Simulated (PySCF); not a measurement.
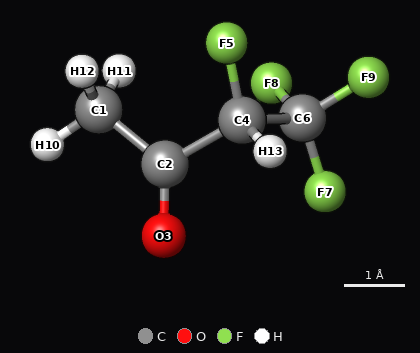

Figure 1. The input geometry of the first run (ball-and-stick view, seen at a tilt; atoms are numbered from 1 in the order of the input). Bond lengths as drawn: C–C 1.49 to 1.55 Å, C–F 1.33 to 1.37 Å, C–H 1.09 to 1.10 Å and C–O 1.20 Å.

**Two runs on C₄H₄F₄O**

System: C₄H₄F₄O.
Method of the first run: GIAO PBE0/pcSseg-1 NMR shielding, non-relativistic, gas phase (PySCF 2.14.0).

The geometry comes from this level: GFN2-xTB, NEB image 0 of 0 to 8. Text and figures count atoms from 1; the logs count them from 0 in places.

### The input, the first run
```
{"job": {"kind": "nmr", "xc": "PBE0", "basis": "pcSseg-1", "pop": false}, "charge": 0, "multiplicity": 1}
C      1.764000    -0.423800     0.009600
C      0.659800     0.233100    -0.744400
O      0.582800     0.348700    -1.933300
C     -0.483000     0.778700     0.148800
F     -0.072100     0.975500     1.437000
C     -1.642200    -0.231300     0.166700
F     -2.163700    -0.387900    -1.049400
F     -1.244800    -1.436900     0.588500
F     -2.629200     0.161100     0.974600
H      2.515400    -0.795100    -0.680800
H      1.362600    -1.242500     0.605900
H      2.210000     0.290100     0.700600
H     -0.864100     1.730900    -0.241600
```

The first line tells a small driver script what to run in PySCF; the rest is the geometry in Å.

Launched with:
```bash
OMP_NUM_THREADS=1 python <driver script> task.json out
```

Hardware: 1 CPU thread, shared host.

### Output (the first run)
```
coarse grid: 12256 points
cycle   1  E = -628.3778508403  dE =  1.535e+00  |g| = 1.239e+00  |ddm| = 3.142e+00
cycle   2  E = -627.6986204178  dE =  6.792e-01  |g| = 2.331e+00  |ddm| = 2.470e+00
cycle   3  E = -628.6353730259  dE = -9.368e-01  |g| = 2.834e-01  |ddm| = 1.920e+00
cycle   4  E = -628.6484881822  dE = -1.312e-02  |g| = 1.220e-01  |ddm| = 2.651e-01
cycle   5  E = -628.6509069773  dE = -2.419e-03  |g| = 2.295e-02  |ddm| = 8.799e-02
cycle   6  E = -628.6510087007  dE = -1.017e-04  |g| = 6.353e-03  |ddm| = 1.820e-02
cycle   7  E = -628.6510154919  dE = -6.791e-06  |g| = 1.863e-03  |ddm| = 4.965e-03
final grid: 123944 points
cycle   8  E = -628.7403671012  dE = -3.181e-05  |g| = 1.382e-02  |ddm| = 2.406e-02
cycle   9  E = -628.7402695867  dE =  9.751e-05  |g| = 2.704e-02  |ddm| = 2.620e-02
cycle  10  E = -628.7404016378  dE = -1.321e-04  |g| = 2.073e-03  |ddm| = 1.843e-02
cycle  11  E = -628.7404024147  dE = -7.769e-07  |g| = 3.402e-04  |ddm| = 1.548e-03
cycle  12  E = -628.7404024268  dE = -1.216e-08  |g| = 1.526e-04  |ddm| = 2.933e-04
cycle  13  E = -628.7404024309  dE = -4.106e-09  |g| = 2.530e-05  |ddm| = 1.111e-04
cycle  14  E = -628.7404024311  dE = -1.348e-10  |g| = 7.001e-06  |ddm| = 2.696e-05
converged SCF energy = -628.7404024311

GIAO shielding tensors (ppm)
atom      isotropic    diamagn.    paramagn.     s11        s22        s33       span
  0 C      157.515     251.723     -94.208    131.103    152.327    189.115     58.011
  1 C      -19.862     250.687    -270.549   -114.280    -33.009     87.704    201.983
  2 O     -359.880     399.156    -759.036   -983.791   -437.210    341.359   1325.151
  3 C       90.869     247.322    -156.454     75.802     83.875    112.929     37.127
  4 F      401.286     473.538     -72.252    370.230    394.373    439.255     69.025
  5 C       56.776     242.065    -185.289     49.985     58.481     61.862     11.877
  6 F      259.052     472.838    -213.786    180.983    265.446    330.727    149.744
  7 F      269.061     475.257    -206.196    190.277    270.940    345.965    155.688
  8 F      256.129     470.126    -213.998    174.268    250.038    344.080    169.812
  9 H       29.498      28.457       1.041     26.150     27.296     35.048      8.898
 10 H       28.954      30.034      -1.080     25.199     29.929     31.733      6.535
 11 H       28.860      29.142      -0.282     24.587     29.263     32.729      8.141
 12 H       26.866      29.099      -2.232     23.647     27.206     29.746      6.100
```

The input of the second run differs as follows (lines with − go, lines with + come):
```diff
-C      1.764000    -0.423800     0.009600
-C      0.659800     0.233100    -0.744400
-O      0.582800     0.348700    -1.933300
-C     -0.483000     0.778700     0.148800
-F     -0.072100     0.975500     1.437000
-C     -1.642200    -0.231300     0.166700
-F     -2.163700    -0.387900    -1.049400
-F     -1.244800    -1.436900     0.588500
-F     -2.629200     0.161100     0.974600
-H      2.515400    -0.795100    -0.680800
-H      1.362600    -1.242500     0.605900
-H      2.210000     0.290100     0.700600
-H     -0.864100     1.730900    -0.241600
+C      1.392900    -0.773000    -0.417600
+C      0.915200     0.641400    -0.441200
+O      1.591700     1.587400    -0.714200
+C     -0.588300     0.881500    -0.103400
+F     -0.686200     2.017700     0.651700
+C     -1.323600    -0.236600     0.647700
+F     -1.423100    -1.339200    -0.113100
+F     -0.719800    -0.599700     1.781200
+F     -2.567900     0.123900     0.959900
+H      2.443800    -0.793900    -0.694400
+H      0.818300    -1.383800    -1.111200
+H      1.275400    -1.194700     0.579000
+H     -1.132900     1.069500    -1.041900
```

Predict how the results change.

With the same method and basis, the second run lies 4.4 kcal/mol higher. The dipole moment goes from 1.94 to 2.61 D. Of all shieldings, the largest change is that of F7, by −6.7 ppm. The number of SCF iterations is the same.

### Output (the second run)
```
coarse grid: 12256 points
cycle   1  E = -628.3631279067  dE =  1.535e+00  |g| = 1.250e+00  |ddm| = 3.176e+00
cycle   2  E = -627.5673940412  dE =  7.957e-01  |g| = 2.466e+00  |ddm| = 2.958e+00
cycle   3  E = -628.6248427990  dE = -1.057e+00  |g| = 3.036e-01  |ddm| = 2.389e+00
cycle   4  E = -628.6394210379  dE = -1.458e-02  |g| = 1.341e-01  |ddm| = 2.821e-01
cycle   5  E = -628.6423189758  dE = -2.898e-03  |g| = 2.401e-02  |ddm| = 9.427e-02
cycle   6  E = -628.6424320068  dE = -1.130e-04  |g| = 7.251e-03  |ddm| = 1.837e-02
cycle   7  E = -628.6424411133  dE = -9.106e-06  |g| = 1.995e-03  |ddm| = 5.886e-03
final grid: 123944 points
cycle   8  E = -628.7333916202  dE = -4.063e-05  |g| = 1.384e-02  |ddm| = 2.900e-02
cycle   9  E = -628.7332883406  dE =  1.033e-04  |g| = 2.760e-02  |ddm| = 2.782e-02
cycle  10  E = -628.7334261110  dE = -1.378e-04  |g| = 1.774e-03  |ddm| = 1.995e-02
cycle  11  E = -628.7334266829  dE = -5.718e-07  |g| = 4.015e-04  |ddm| = 1.416e-03
cycle  12  E = -628.7334267033  dE = -2.039e-08  |g| = 1.430e-04  |ddm| = 3.250e-04
cycle  13  E = -628.7334267066  dE = -3.374e-09  |g| = 2.881e-05  |ddm| = 9.878e-05
cycle  14  E = -628.7334267068  dE = -1.705e-10  |g| = 7.042e-06  |ddm| = 2.700e-05
converged SCF energy = -628.7334267068

GIAO shielding tensors (ppm)
atom      isotropic    diamagn.    paramagn.     s11        s22        s33       span
  0 C      156.599     252.797     -96.198    136.637    144.651    188.508     51.871
  1 C      -13.449     249.104    -262.554   -113.410    -20.676     93.738    207.148
  2 O     -353.212     396.178    -749.390   -961.439   -452.388    354.192   1315.631
  3 C       94.149     247.965    -153.816     77.197     86.888    118.363     41.166
  4 F      403.583     469.454     -65.871    353.850    411.151    445.748     91.897
  5 C       55.382     242.185    -186.803     48.654     54.877     62.615     13.962
  6 F      252.309     475.359    -223.050    168.709    258.092    330.127    161.418
  7 F      267.333     474.350    -207.017    188.254    270.451    343.292    155.038
  8 F      258.026     469.702    -211.675    178.078    256.009    339.992    161.914
  9 H       29.478      28.273       1.204     25.841     27.396     35.196      9.355
 10 H       29.164      30.065      -0.901     24.973     30.392     32.127      7.155
 11 H       28.887      30.131      -1.244     24.456     30.597     31.608      7.152
 12 H       26.904      29.013      -2.109     23.954     27.724     29.033      5.079
```

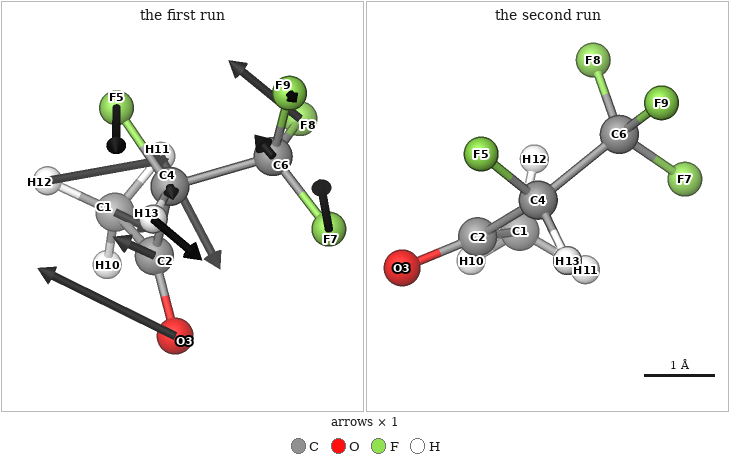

Figure 2. The two input geometries at one scale (ball-and-stick view, seen at a tilt). The black arrows on the first give the shifts of the atoms after the best rigid fit, at true length. The largest move after the best rigid fit is that of O3, 2.22 Å. Largest moves by element: O 2.22 Å, H 1.86 Å, F 1.39 Å, C 0.67 Å. Among the contacts that change: C6–F7 1.332 → 1.343 Å, C2–C4 1.550 → 1.560 Å.

### The two runs side by side

| quantity | the first run | the second run |
| --- | --- | --- |
| outcome | converged | converged |
| total energy (hartree) | −628.740402 | −628.733427 |
| HOMO (eV) | −8.11 | −8.15 |
| LUMO (eV) | −1.34 | −1.37 |
| dipole moment (D) | 1.94 | 2.61 |
| shielding of C2 (ppm) | −19.9 | −13.4 |
| shielding of O3 (ppm) | −359.9 | −353.2 |
| shielding of C4 (ppm) | 90.9 | 94.1 |
| shielding of F5 (ppm) | 401.3 | 403.6 |
| shielding of F7 (ppm) | 259.1 | 252.3 |
| shielding of F8 (ppm) | 269.1 | 267.3 |
| shielding of F9 (ppm) | 256.1 | 258.0 |
| SCF iterations | 14 | 14 |
| basis functions | 173 | 173 |
| wall time (shared host) | 19 s | 14 s |
